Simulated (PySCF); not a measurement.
C₆H₉FS₂Si

Input

```
{"job": {"kind": "nmr", "xc": "PBE0", "basis": "pcSseg-1"}, "charge": 0, "multiplicity": 1}
C      2.614154    -0.399101     0.768555
C      1.422852     0.340835     0.284849
S      1.196176     1.921343     0.584400
C      0.387776    -0.492773    -0.431368
C     -0.415101     0.269725    -1.499729
Si    -2.216014     0.356577    -0.896587
F     -2.811600     1.851853    -0.949937
C     -1.714513    -0.121263     0.878843
C     -0.530638    -0.976792     0.676129
S     -0.216320    -2.331758     1.512821
H      3.248983     0.236529     1.379699
H      3.191176    -0.776103    -0.077085
H      2.294795    -1.266896     1.351291
H      0.893295    -1.362050    -0.860642
H     -0.007963     1.277371    -1.609002
H     -0.299002    -0.222640    -2.463214
H     -3.203722    -0.483839    -1.544376
H     -1.397077     0.806700     1.367771
H     -2.447060    -0.603302     1.520120
```

Launched as:

```sh
OMP_NUM_THREADS=1 python probes_run.py task.json out
```

Geometry: GFN2-xTB.

Level of theory: PBE0/pcSseg-1, SCF density, gas phase, non-relativistic in PySCF 2.14.0.

What can the converged electron density and electron localisation function tell about the bonding?

Answer. C–C (1.47 Å): the density is about 1.8 e/Å³ at the midpoint; the ELF peaks at about 0.95 between the atoms, as expected for localised, covalent bonding.
C–S (1.62 Å): the density is about 1.6 e/Å³ at the midpoint; the ELF peaks at about 0.90 between the atoms (a covalent bond).
C–H (1.09 Å): ρ at the midpoint is about 2 e/Å³; the ELF climbs to about 1 towards the hydrogen, as it does in any bond to H (a covalent bond by its length).
C–C (1.52 Å): ρ is about 1.7 e/Å³ halfway; the ELF peaks at about 0.95 between the atoms (a covalent bond).

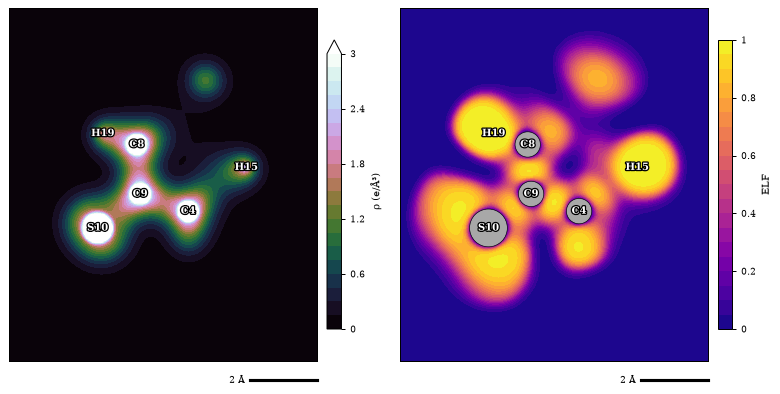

Computed electron density and electron localisation function on the plane of atoms C8, C9 and S10, in this order. Grey discs cover the atomic cores in the ELF map. 
